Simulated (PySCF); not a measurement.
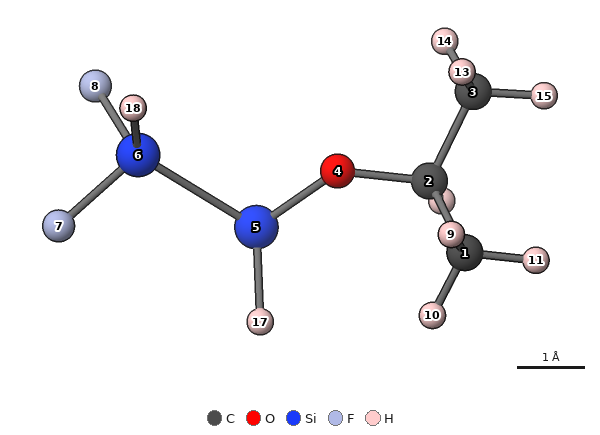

*The structure as given in the input (ball-and-stick view, seen on its broad side; atoms are numbered from 1 in the order of the input).*

Bond lengths as drawn: C–C 1.52 Å, C–H 1.09 to 1.10 Å, C–O 1.41 Å, F–Si 1.61 Å, H–Si 1.45 to 1.48 Å, O–Si 1.61 Å and Si–Si 2.27 Å.

NMR shielding calculation, with input and output: C3H10F2OSi2

The run: NMR shielding calculation of C3H10F2OSi2, SMILES CC(C)O[SiH2][SiH](F)F. Method and program: GIAO PBE0/pcSseg-1 NMR shielding, non-relativistic, gas phase (PySCF 2.14.0).

The geometry comes from this level: GFN2-xTB. It belongs to a series of runs on one base structure; here: constitutional isomer. Figures and captions count atoms from 1; the log counts them from 0 in places.

## Input file
```
{"job": {"kind": "nmr", "xc": "PBE0", "basis": "pcSseg-1"}, "charge": 0, "multiplicity": 1}
C     -1.841258     0.586727    -1.056965
C     -1.206677    -0.437190    -0.123256
C     -1.954999    -0.529535     1.202024
O      0.123847    -0.075396     0.151892
Si     1.465345    -0.340904    -0.704748
Si     3.035101     0.600839     0.644191
F      4.246335     1.058300    -0.308706
F      3.797732    -0.505426     1.526109
H     -1.819898     1.569334    -0.591824
H     -1.286679     0.630889    -1.990563
H     -2.872027     0.316314    -1.268113
H     -1.208314    -1.420554    -0.613213
H     -1.969310     0.444016     1.685605
H     -1.456434    -1.235531     1.861146
H     -2.975995    -0.860277     1.034504
H      1.632923    -1.781014    -0.981908
H      1.406342     0.273581    -2.044759
H      2.875208     1.712144     1.566927
```

The first line tells a small driver script what to run in PySCF; the rest is the geometry in Å.

Hardware: 1 CPU thread, shared host.

Command:
```bash
OMP_NUM_THREADS=1 python <driver script> task.json out
```

## Output
```
coarse grid: 15968 points
cycle   1  E = -973.4136006744  dE =  7.612e-01  |g| = 9.989e-01  |ddm| = 3.670e+00
cycle   2  E = -973.1761565239  dE =  2.374e-01  |g| = 1.564e+00  |ddm| = 1.939e+00
cycle   3  E = -973.5852938844  dE = -4.091e-01  |g| = 1.148e-01  |ddm| = 1.318e+00
cycle   4  E = -973.5874566115  dE = -2.163e-03  |g| = 5.507e-02  |ddm| = 1.250e-01
cycle   5  E = -973.5879995091  dE = -5.429e-04  |g| = 1.457e-02  |ddm| = 4.773e-02
cycle   6  E = -973.5880313182  dE = -3.181e-05  |g| = 3.314e-03  |ddm| = 1.131e-02
cycle   7  E = -973.5880334776  dE = -2.159e-06  |g| = 3.665e-04  |ddm| = 2.647e-03
final grid: 145616 points
cycle   8  E = -973.6556701210  dE = -3.580e-05  |g| = 9.952e-03  |ddm| = 2.300e-02
cycle   9  E = -973.6556532234  dE =  1.690e-05  |g| = 1.387e-02  |ddm| = 1.539e-02
cycle  10  E = -973.6556894381  dE = -3.621e-05  |g| = 1.400e-03  |ddm| = 9.546e-03
cycle  11  E = -973.6556898447  dE = -4.066e-07  |g| = 2.065e-04  |ddm| = 1.397e-03
cycle  12  E = -973.6556898534  dE = -8.760e-09  |g| = 5.419e-05  |ddm| = 2.281e-04
cycle  13  E = -973.6556898540  dE = -5.839e-10  |g| = 1.744e-05  |ddm| = 6.025e-05
```

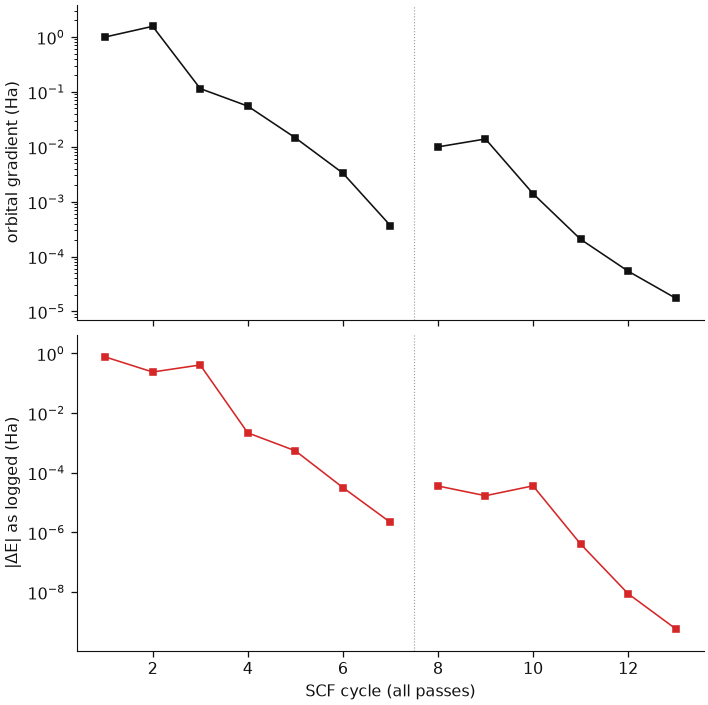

*Convergence of the self-consistent field: orbital gradient and size of the energy change against the SCF cycle. The dotted line marks the change from a coarse to the final integration grid.*

The first 7 cycles use a coarse grid, the final grid takes over at cycle 8, and the field converges after 13 cycles in all.

```
converged SCF energy = -973.6556898540

GIAO shielding tensors (ppm)
atom      isotropic    diamagn.    paramagn.     s11        s22        s33       span
  0 C      162.620     249.238     -86.618    144.890    156.999    185.970     41.081
  1 C      115.072     240.811    -125.739     87.233    100.611    157.372     70.139
  2 C      159.175     247.678     -88.503    140.577    150.678    186.270     45.693
  3 O      301.862     402.947    -101.085    254.263    318.488    332.833     78.570
  4 Si     390.068     883.195    -493.127    335.733    349.958    484.514    148.781
  5 Si     334.877     873.890    -539.013    287.218    322.253    395.159    107.941
  6 F      320.283     464.075    -143.792    217.805    324.326    418.718    200.913
  7 F      327.835     465.962    -138.127    225.583    344.703    413.220    187.637
  8 H       30.730      31.209      -0.479     28.162     28.725     35.304      7.141
  9 H       30.099      31.324      -1.225     25.474     29.232     35.593     10.119
 10 H       30.723      29.646       1.077     26.522     28.349     37.298     10.776
 11 H       27.979      31.884      -3.905     25.119     27.405     31.413      6.294
 12 H       30.503      30.720      -0.216     27.846     28.807     34.856      7.010
 13 H       30.234      30.458      -0.224     26.192     28.403     36.106      9.914
 14 H       30.760      29.227       1.532     26.580     28.351     37.349     10.768
 15 H       26.509      30.553      -4.044     23.607     24.868     31.053      7.447
 16 H       26.546      31.027      -4.481     22.804     25.908     30.927      8.123
 17 H       26.187      28.883      -2.696     23.110     23.889     31.562      8.452
```

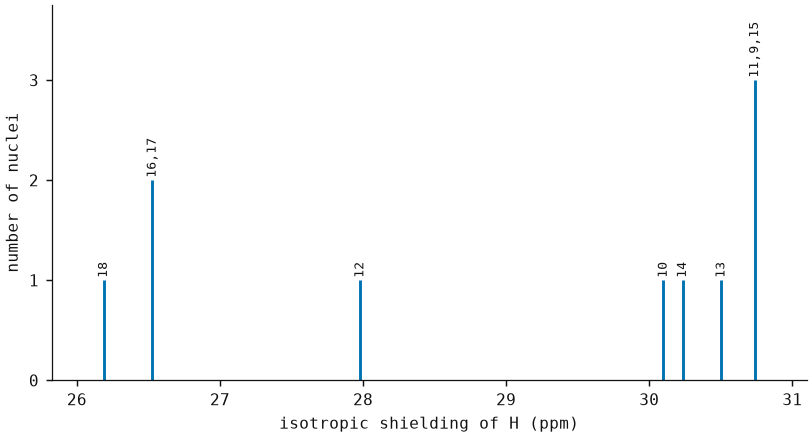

*Isotropic shieldings of the hydrogen nuclei in this fixed geometry, labelled by atom number; shielding grows to the right, so chemical shift grows to the left.*

The least shielded is H18 (26.2 ppm), the most shielded H15 (30.8 ppm).

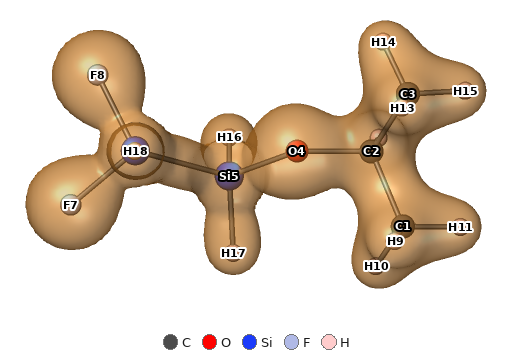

*Isosurface of the electron density at 0.5 e/Å³ (orange), seen at a tilt.*

At this value the surface is in one piece. On the grid the lowest density along these lines, outside the cores, is 1.7 e/Å³ (C–O, 1.41 Å), 1.7 e/Å³ (C–C, 1.52 Å), 0.91 e/Å³ (Si–F, 1.61 Å) and 1 e/Å³ (Si–O, 1.61 Å).

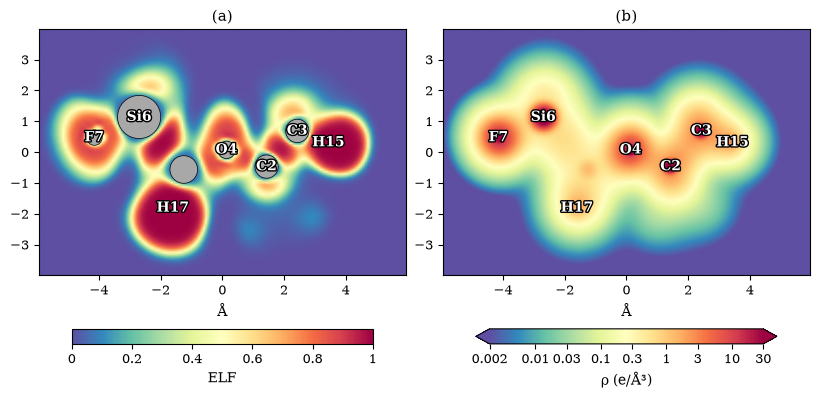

*(a) electron localisation function; (b) electron density on the plane of atoms C3, C2 and O4. Grey discs, where drawn, cover atomic cores.*

C–C (1.52 Å): ρ at the midpoint is about 1.7 e/Å³; the ELF peaks at about 0.95 between the atoms, which marks localised, shared-pair bonding.

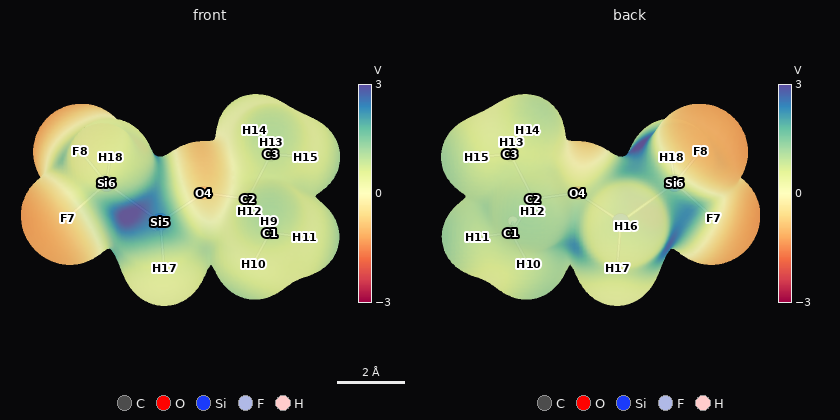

*The molecular electrostatic potential painted on the density surface at 0.004 e/bohr³, seen face on and from behind; the colour scale runs from red (negative) to blue (positive).*

Its dipole moment is 3.85 D.

## Key numbers

| quantity | value |
| --- | --- |
| outcome | converged |
| total energy | −973.655690 hartree |
| HOMO | −8.39 eV |
| LUMO | −0.89 eV |
| dipole moment | 3.85 D |
| isotropic shielding, C | 115.1 to 162.6 ppm |
| isotropic shielding, O | 301.9 ppm |
| isotropic shielding, Si | 334.9 to 390.1 ppm |
| isotropic shielding, F | 320.3 to 327.8 ppm |
| isotropic shielding, H | 26.2 to 30.8 ppm |
| wall time | 75 s |
| peak memory | 1 GiB |
